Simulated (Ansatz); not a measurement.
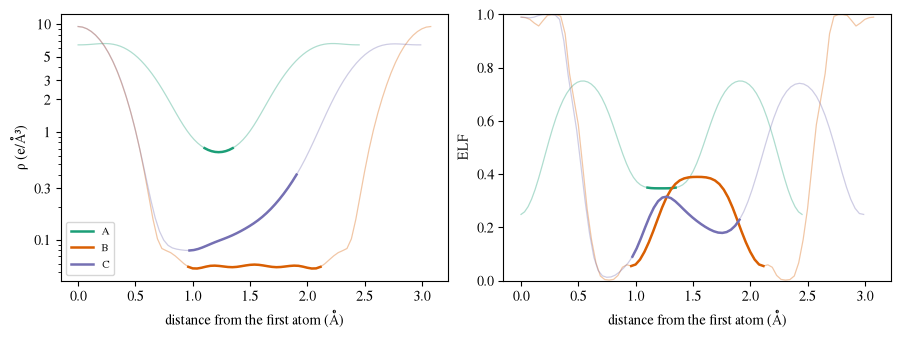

LiMo$_{2}$. Valence pseudo-density and electron localisation function along straight lines between neighbouring atoms. Thin, pale parts lie inside the atomic spheres.

Space group R-3m; started from the cadmium chloride_166 prototype, which need not be the ambient phase; computed without spin polarisation.

Theory: DFT PBE, scalar-relativistic, plane waves, PAW in Ansatz 0.2.0.

The density is the valence pseudo-density of a PAW calculation; it isn't the true density close to the nuclei.

Question: Which curve belongs to which contact (Li–Li, Li–Mo and Mo–Mo)? The first atom named is at distance zero.

Answer: Curve A: Mo–Mo (2.45 Å): ρ at the midpoint is about 0.65 e/Å³; the ELF is about 0.35 at the midpoint. Curve B: Li–Li (3.08 Å): ρ at the midpoint is about 0.06 e/Å³; the ELF is about 0.40 at the midpoint. Curve C: Li–Mo (2.99 Å): ρ is about 0.13 e/Å³ halfway; the ELF is about 0.25 at the midpoint: no localised pair shows between them.
